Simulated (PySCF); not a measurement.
**Dy²⁺: dipole response in x2c-TZVPPall plus 1 even-tempered diffuse shell per l**

How polarisable is Dy²⁺ at the levels listed below?

Program: PySCF 2.14.0. Level of theory: unrestricted determinants in a Gaussian basis, no spin-orbit coupling in the energies. These are calculated values, not measurements, unless marked.

### Step 1. The atom as given

- Element: dysprosium (Z = 66)
- Basis: x2c-TZVPPall with one added diffuse shell each of s, p, d, f type (12s8p8d5f2g, 129 functions)
- Hamiltonian: scalar relativity by spin-free X2C-1e
- State 1: Dy²⁺: [Xe] 4f10, one real determinant
- Methods: PW91

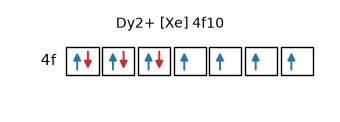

Occupation of the outer shells (arrows by Hund's rule).

The runs were made by one driver on top of PySCF. The scripts below sum up each run's settings (the driver also hands on starting orbitals that pick excited configurations, and frozen orbitals as a list rather than a count), and the logs come from the driver's own runs. The driver starts from symmetry-adapted Hartree-Fock orbitals, holds the occupation by maximum overlap and uses a logarithmic radial grid for functionals, so a plain start would take other cycles.

It was started by

```sh
$ OMP_NUM_THREADS=1 python atomrun2.py TASK.json OUT
```

The integrals over 129 functions and the set-up took 21 s of CPU time.

### Step 2. Dy²⁺, at PW91

#### PW91

Contents of input.py:

```python
from pyscf import gto, scf, dft, mp, cc
import basis_set_exchange as bse
mol = gto.M(atom="Dy 0 0 0", charge=2, spin=4, symmetry="D2h",
            basis=gto.basis.parse(bse.get_basis("x2c-TZVPPall", elements=["Dy"], fmt="nwchem", header=False, augment_diffuse=1)),
            nucmod="G")
mf = dft.UKS(mol, xc="PW91,PW91").sfx2c1e()
mf.irrep_nelec = {'Ag': (9, 9), 'B1g': (2, 2), 'B2g': (2, 2), 'B3g': (2, 2), 'Au': (1, 0), 'B1u': (6, 4), 'B2u': (6, 6), 'B3u': (6, 5)}
mf.kernel()
```

Standard output:

```text
damping factor = 0
level_shift factor = 0
DIIS = <class 'pyscf.scf.diis.CDIIS'>
diis_start_cycle = 1
diis_space = 10
diis_damp = 0
SCF conv_tol = 1e-09
SCF conv_tol_grad = None
number electrons alpha = 34  beta = 30
XC functionals = PW91,PW91
    J. P. Perdew. In P. Ziesche and H. Eschrig, editors, Proceedings of the 75. WE-Heraeus-Seminar and 21st Annual International Symposium on Electronic Structure of Solids, 11. Berlin, 1991. Akademie Verlag.
    J. P. Perdew, J. A. Chevary, S. H. Vosko, K. A. Jackson, M. R. Pederson, D. J. Singh, and C. Fiolhais.,  Phys. Rev. B 46, 6671 (1992)
    J. P. Perdew, J. A. Chevary, S. H. Vosko, K. A. Jackson, M. R. Pederson, D. J. Singh, and C. Fiolhais.,  Phys. Rev. B 48, 4978 (1993)
    J. P. Perdew. In P. Ziesche and H. Eschrig, editors, Proceedings of the 75. WE-Heraeus-Seminar and 21st Annual International Symposium on Electronic Structure of Solids, 11. Berlin, 1991. Akademie Verlag.
    J. P. Perdew, J. A. Chevary, S. H. Vosko, K. A. Jackson, M. R. Pederson, D. J. Singh, and C. Fiolhais.,  Phys. Rev. B 46, 6671 (1992)
    J. P. Perdew, J. A. Chevary, S. H. Vosko, K. A. Jackson, M. R. Pederson, D. J. Singh, and C. Fiolhais.,  Phys. Rev. B 48, 4978 (1993)
cycle= 1 E= -12157.3469729972  delta_E= 0.000323  |g|= 0.665  |ddm|= 0.345
cycle= 2 E= -12157.1489622794  delta_E= 0.198  |g|= 1.59  |ddm|= 0.69
cycle= 3 E= -12157.3947253968  delta_E= -0.246  |g|= 0.0853  |ddm|= 0.451
cycle= 4 E= -12157.3957685311  delta_E= -0.00104  |g|= 0.0102  |ddm|= 0.044
cycle= 5 E= -12157.3957827873  delta_E= -1.43e-05  |g|= 0.000233  |ddm|= 0.00452
cycle= 6 E= -12157.3957827978  delta_E= -1.05e-08  |g|= 6.37e-06  |ddm|= 0.000154
cycle= 7 E= -12157.3957827978  delta_E= -1.64e-11  |g|= 2.05e-06  |ddm|= 7.35e-06
converged SCF energy = -12157.3957827978  <S^2> = 6.0031365  2S+1 = 5.0012545
```

CPU time 2.2 min on a shared host, the integrals not counted.

The occupied shells:

```csv
shell,electrons,mean orbital energy (eV),spread (eV),rms radius (bohr)
1s α,1,-53531.6,0,0.0240
1s β,1,-53531.6,0,0.0240
2s α,1,-8926.7,0,0.0971
2s β,1,-8926.6,0,0.0971
2p α,3,-7939.6,0.060,0.0874
2p β,3,-7939.6,0.058,0.0874
3s α,1,-1998.7,0,0.251
3s β,1,-1997.2,0,0.251
3p α,3,-1694.4,0.347,0.251
3p β,3,-1692.8,0.255,0.251
3d α,5,-1294.5,0.435,0.230
3d β,5,-1293.3,0.234,0.230
4s α,1,-407.59,0,0.563
4s β,1,-404.06,0,0.563
4p α,3,-307.00,0.552,0.599
4p β,3,-303.51,0.335,0.599
4d α,5,-168.01,0.875,0.658
4d β,5,-164.57,0.288,0.658
5s α,1,-63.669,0,1.38
5s β,1,-61.897,0,1.38
5p α,3,-40.014,0.218,1.64
5p β,3,-38.718,0.123,1.64
4f α,7,-18.325,1.178,1.01
4f β,3,-16.048,0.257,1.01
```

⟨S²⟩ = 6.003, ⟨L²⟩ = 34.01.

The driver then solved the coupled dipole response at imaginary frequencies: mean α = 8.777 bohr³ (xx, yy, zz: 8.677, 8.677, 8.979), C₆ = 43.16 au for a like pair.

⟨L²⟩ = 34.01 against 42 for a pure I term, so this real determinant mixes terms. Spin-orbit coupling, absent here, splits the open shell strongly.

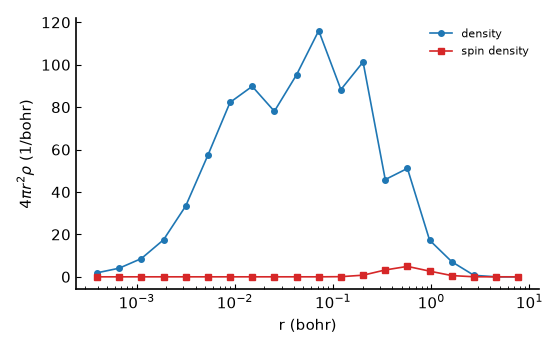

Radial density 4πr²ρ of Dy²⁺ at PW91, without picture-change correction, at 20 stored radii joined by straight lines.

### Step 3. The response side by side

Dy²⁺, in atomic units:

```csv
method,mean α,C₆ (like pair),S(−4)
PW91,8.777,43.16,153.7
```

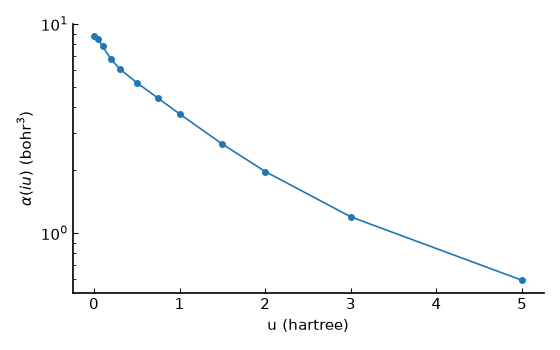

α(iu) of Dy²⁺, the polarisability at imaginary frequency, on a logarithmic scale.

### Step 4. Summary of results

| quantity | value |
| --- | --- |
| α of Dy²⁺ | 8.777 (PW91) bohr³ |

A single London oscillator with the computed α and C₆ of Dy²⁺ at PW91 would have ω = 4 C₆ / (3 α²) = 0.747 hartree. All values hold for this basis alone; no basis-set limit was taken.
